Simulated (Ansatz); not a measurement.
Phonons of a relaxed structure of GaP by density-functional perturbation theory (low response-accuracy setting, no LO–TO term) at Γ and zone-boundary points with q components 0 or ½ of the primitive reciprocal vectors. Computed with r2SCAN (plane waves to 500 eV, PAW, scalar-relativistic; Ansatz, an electronic-structure program). Γ-centred k-mesh 8×8×8, Fermi–Dirac smearing 0.05 eV.

```
CELL_PARAMETERS angstrom
      0.00000     2.72587     2.72587
      2.72587     0.00000     2.72587
      2.72587     2.72587     0.00000
ATOMIC_POSITIONS crystal
  P  0.75000 0.75000 0.75000
  Ga 0.00000 0.00000 0.00000
```

Space group F-43m (No. 216), zinc blende type.

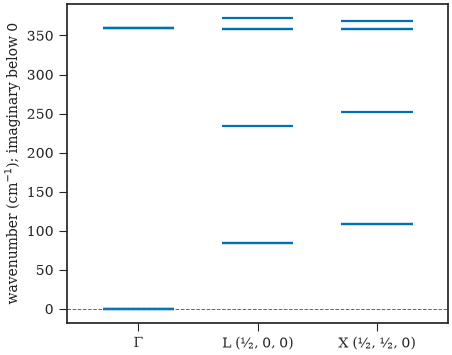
Phonon wavenumbers at the sampled wavevectors

Q: Is the structure stable at these points, and where is the highest mode?

A: No instability shows at these points (nothing beyond 15i cm⁻¹, the threshold used here). Other wavevectors were not sampled, so this does not prove stability. The highest mode lies near 370 cm⁻¹.

```csv
q,wavenumbers (cm⁻¹; i marks imaginary)
Γ,"0 (×3), 360 (×3)"
"L (½, 0, 0)","84 (×2), 234, 358 (×2), 372"
"X (½, ½, 0)","109 (×2), 252, 358 (×2), 369"
```

No spin polarisation in the result.
